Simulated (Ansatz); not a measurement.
# Si20H30 bond sphere (Si₂₀H₂₉): geometry, orbitals and charge

Aim: characterise Si20H30 bond sphere (Si₂₀H₂₉) as a doublet: its structure, frontier levels and distribution of charge and spin.

Computed with Ansatz 0.2.0, Gaussian basis. Level: UKS PBE0-D4/def2-SVP.

Plan: relaxation at PBE-D4/def2-SVP; a search for the lowest solution at PBE-D4/def2-SVP; a single point at PBE0-D4/def2-SVP.

**1. Where the work starts**

49 atoms, charge 0, spin multiplicity 2.

Atoms are counted from 1 here; the program's logs count them from 0.

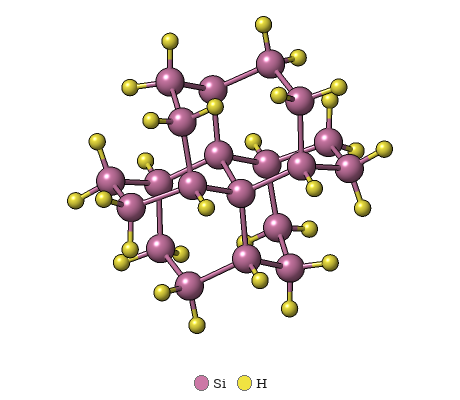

Start geometry, drawn with silicon pink, hydrogen yellow.

The start is a GFN2-xTB geometry.

**2. Optimising with PBE-D4/def2-SVP**

in.yaml

```yaml
crystal:
  periodic: [false, false, false]
  atoms:
    - {symbol: Si, position_ang: [-1.962590, -2.016320, -0.854620]}
    - {symbol: Si, position_ang: [-2.160080, 0.813060, -3.463680]}
    - {symbol: Si, position_ang: [-1.971640, 0.799680, 1.966450]}
    - {symbol: Si, position_ang: [-2.159130, 3.407210, -0.869670]}
    - {symbol: Si, position_ang: [0.855560, -2.222880, -3.450180]}
    - {symbol: Si, position_ang: [0.852430, -2.013660, 1.966680]}
    - {symbol: Si, position_ang: [3.451370, -2.220690, -0.851050]}
    - {symbol: Si, position_ang: [0.798530, 0.683820, -0.796430]}
    - {symbol: Si, position_ang: [0.862440, 3.406170, 2.160500]}
    - {symbol: Si, position_ang: [3.459710, 0.814330, 2.168260]}
    - {symbol: Si, position_ang: [-3.342030, -0.796500, -2.292370]}
    - {symbol: Si, position_ang: [-0.758440, -3.419330, -2.283960]}
    - {symbol: Si, position_ang: [-0.648130, -0.699970, 0.648170]}
    - {symbol: Si, position_ang: [-0.718280, 2.023770, -2.080730]}
    - {symbol: Si, position_ang: [-3.346120, 2.231850, 0.733620]}
    - {symbol: Si, position_ang: [-0.741940, 2.230920, 3.345340]}
    - {symbol: Si, position_ang: [2.122340, -0.779650, -2.120110]}
    - {symbol: Si, position_ang: [2.283860, -3.414980, 0.764090]}
    - {symbol: Si, position_ang: [2.286330, -0.793590, 3.349910]}
    - {symbol: Si, position_ang: [2.079280, 2.023780, 0.723670]}
    - {symbol: H, position_ang: [-2.804580, -2.868300, 0.013590]}
    - {symbol: H, position_ang: [-1.438990, 0.175800, -4.571560]}
    - {symbol: H, position_ang: [-3.080470, 1.724590, -4.162030]}
    - {symbol: H, position_ang: [-2.815610, -0.078820, 2.808140]}
    - {symbol: H, position_ang: [-3.074550, 4.111400, -1.781590]}
    - {symbol: H, position_ang: [-1.433590, 4.509350, -0.225690]}
    - {symbol: H, position_ang: [0.206390, -1.491400, -4.548380]}
    - {symbol: H, position_ang: [1.757740, -3.137150, -4.169630]}
    - {symbol: H, position_ang: [-0.017330, -2.866030, 2.806550]}
    - {symbol: H, position_ang: [4.171240, -3.136660, -1.751040]}
    - {symbol: H, position_ang: [4.547970, -1.487250, -0.202570]}
    - {symbol: H, position_ang: [0.218640, 4.505990, 1.431750]}
    - {symbol: H, position_ang: [1.771550, 4.113870, 3.076350]}
    - {symbol: H, position_ang: [4.567490, 0.175940, 1.448830]}
    - {symbol: H, position_ang: [4.157800, 1.725750, 3.087960]}
    - {symbol: H, position_ang: [-4.046230, -1.714070, -3.202260]}
    - {symbol: H, position_ang: [-4.448590, -0.169480, -1.559370]}
    - {symbol: H, position_ang: [-1.667620, -4.149800, -3.181980]}
    - {symbol: H, position_ang: [-0.091370, -4.501190, -1.548440]}
    - {symbol: H, position_ang: [0.146870, 2.873360, -2.926740]}
    - {symbol: H, position_ang: [-4.449490, 1.499320, 0.101130]}
    - {symbol: H, position_ang: [-4.050840, 3.139220, 1.652100]}
    - {symbol: H, position_ang: [-1.661820, 3.136810, 4.050720]}
    - {symbol: H, position_ang: [-0.109750, 1.496440, 4.447830]}
    - {symbol: H, position_ang: [1.548790, -4.496700, 0.097100]}
    - {symbol: H, position_ang: [3.180780, -4.146230, 1.673410]}
    - {symbol: H, position_ang: [3.194350, -1.710720, 4.056940]}
    - {symbol: H, position_ang: [1.551090, -0.165290, 4.453920]}
    - {symbol: H, position_ang: [2.926630, 2.874220, -0.138930]}
basis:
  gaussian: {orbitals: def2-SVP, fitting: {mean_field: def2-universal-jkfit}}
magnetization: {spin_polarized: true, initial_magnetization: 1}
hamiltonian: {xc: pbe, dispersion: d4}
scf: {lower_state_search: "off"}
output: {orbitals: {seedname: orbitals}}
relax: {f_tol: 0.03, max_steps: 70}
```

On the command line:

```console
$ ansatz run in.yaml --threads 2 --pin off --events-out ev --progress --plain --max-ram 22528MiB --backend cuda --devices 0, --max-vram 18GiB
```

Further steps of the session: Searching for the lowest solution, PBE-D4/def2-SVP; Single point, PBE0-D4/def2-SVP.

**Question.** What will the summary of the whole plan be? Wanted: point group; commonest bond, hydrogen aside; HOMO, LUMO at PBE0-D4/def2-SVP; ⟨S²⟩; dipole at PBE-D4/def2-SVP.

**Answer**, as computed:

| quantity | value |
| --- | --- |
| point group | Cs |
| commonest bond, hydrogen aside | Si–Si, 25 of mean length 2.358 Å |
| HOMO, LUMO at PBE0-D4/def2-SVP (over both spins) | -6.00, -3.29 eV |
| ⟨S²⟩ | 0.755 |
| dipole at PBE-D4/def2-SVP | 0.14 D |

**Reading.** The molecule keeps its bonding pattern by the stored test; the atoms moved 0.09 Å (rms). No usable vibrations, so a minimum isn't proven. Whether this spin is the lowest isn't tested here. The point group is read from a loosely relaxed geometry; soft torsions can leave it below the true symmetry.
